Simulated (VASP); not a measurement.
Band structure of Zr (space group P6_3/mmc). These are LDA (Ceperley-Alder, Perdew-Zunger), VASP's LDA PAW potentials (set 64) (plane waves; VASP 6.6.1) values and carry that method's errors.

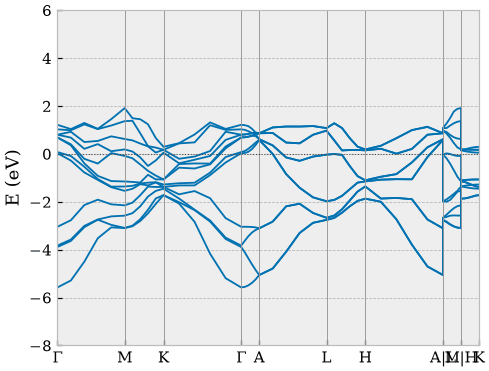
Figure: Bands along high-symmetry lines, zero at the valence-band maximum or, without a gap, the Fermi level

Q: Read the plot: is there a gap, and where are the band edges?

A: It has no gap at this level: it comes out as a metal or semimetal.

The structure was generated: Zr was put into an ordered model structure, which need not be its known phase. The cell was not relaxed at this level.
